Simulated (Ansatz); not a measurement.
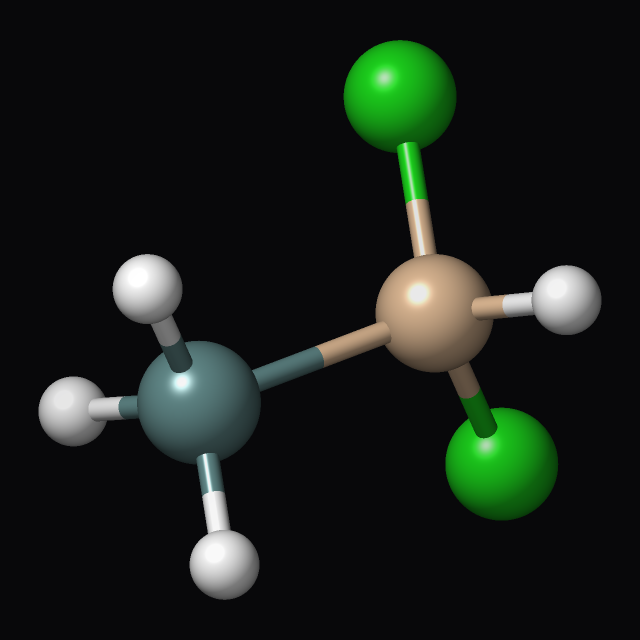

Rendered structure (ball-and-stick style). Every bond is drawn as one stick, whatever its order. Colours: germanium teal, silicon light orange, hydrogen white, chlorine green.

The geometry was computed by an optimisation with PBE0-D4/def2-TZVP.

Identify the structure.

The molecule is Cl₂GeH₄Si. The point group is Cs. Coordination: 1 Ge tetrahedral; 1 Si tetrahedral.

The parts below concern this one geometry. Atoms keep their numbers from picture to picture.

**Geometry**

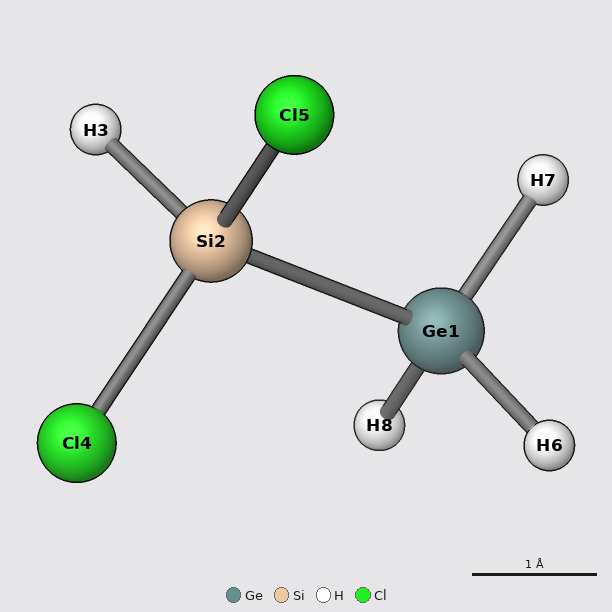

Which atoms are bonded, and how long are the bonds?

```tsv
bond	length (Å)
Ge1–Si2	2.375
Ge1–H6	1.534
Ge1–H7	1.536
Ge1–H8	1.536
Si2–H3	1.480
Si2–Cl4	2.052
Si2–Cl5	2.052
```

**Vibrations**

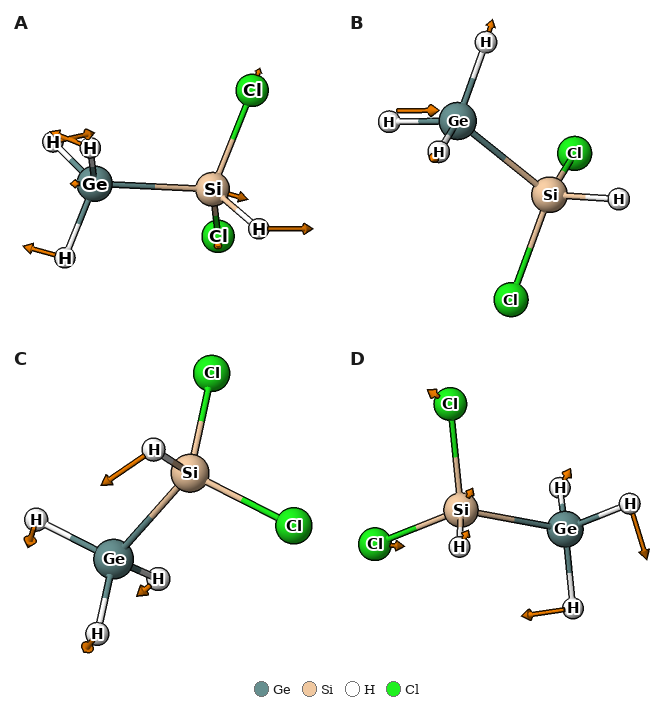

4 normal modes of one molecule or complex, as arrows. Harmonic vibrations computed with RKS PBE0-D4/def2-TZVP (Ansatz 0.2.0) at a stationary point of the same level.

Question: Match the panels to the wavenumbers 96 cm⁻¹, 333 cm⁻¹, 745 cm⁻¹, 2172 cm⁻¹.

Answer: A: 333 cm⁻¹
B: 2172 cm⁻¹, Ge–H stretching
C: 745 cm⁻¹, angle bending
D: 96 cm⁻¹

**Dipole moment**

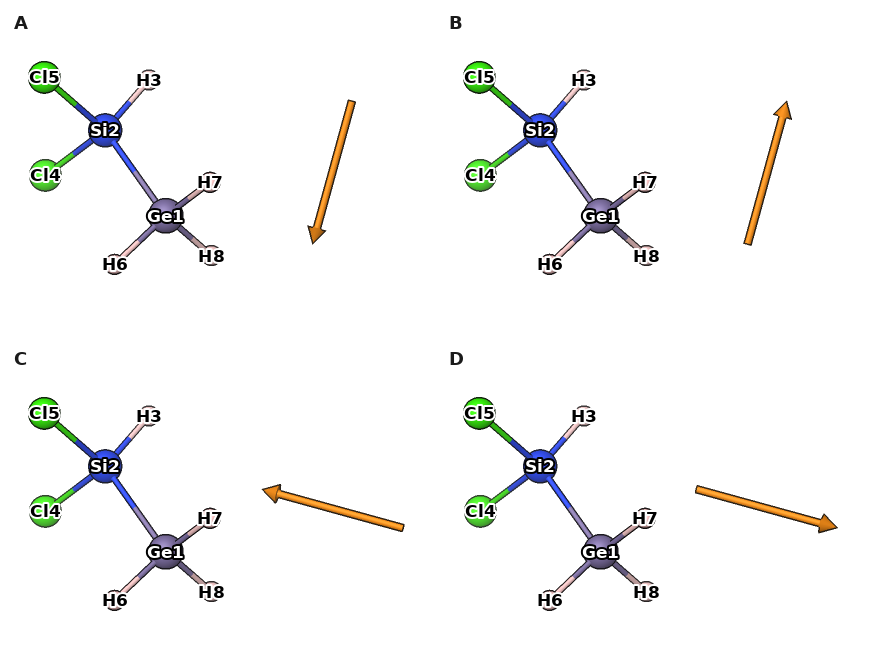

The same molecule four times, each with an arrow. Properties computed with RKS PBE0-D4/def2-TZVP (Ansatz 0.2.0).

Question: Which arrow points along the dipole moment, from the negative to the positive end?

Answer: D. The dipole moment is 1.43 D; it points from the side of Cl4, Cl5 to the side of H7, H8 (the outermost atoms at the two ends).

**Electronic properties**

Level of theory: RKS r2SCAN0-D4/def2-TZVPP (Ansatz 0.2.0).

Question: Give the dispersion correction at this level.

Answer: −6.6 kJ/mol.

**Thermal motion**

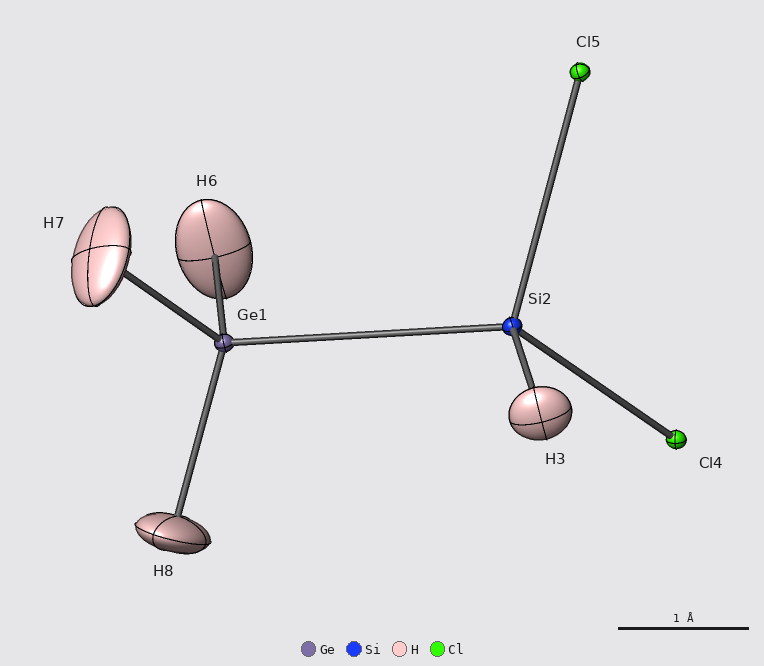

Displacement ellipsoids at the 50 % level, from the internal vibrations of the free molecule (harmonic, no overall translation or rotation; no half-axis is drawn under 0.075 Å). Vibrations computed with RKS PBE0-D4/def2-TZVP (Ansatz 0.2.0). Temperature: 0 K (zero-point motion alone).

Question: Which atom has the largest mean-square displacement?

Answer: H6, with U_eq = 0.0412 Å².

Question: Does H6 move more along its bond or across it?

Answer: Across it: the root-mean-square amplitude is 0.087 Å along the bond and up to 0.285 Å across, since bending and torsion are softer than stretching.

List U_eq and the three principal root-mean-square amplitudes for each kind of atom.

| atom | U_eq (Å²) | rms amplitudes (Å) |
| --- | --- | --- |
| Ge1 | 0.00041 | 0.007, 0.021, 0.027 |
| Si2 | 0.0015 | 0.033, 0.039, 0.043 |
| H3 | 0.0185 | 0.095, 0.148, 0.157 |
| Cl4, Cl5 | 0.0013 | 0.016, 0.035, 0.050 |
| H6 | 0.0412 | 0.087, 0.186, 0.285 |
| H7, H8 | 0.0396 | 0.090, 0.181, 0.279 |
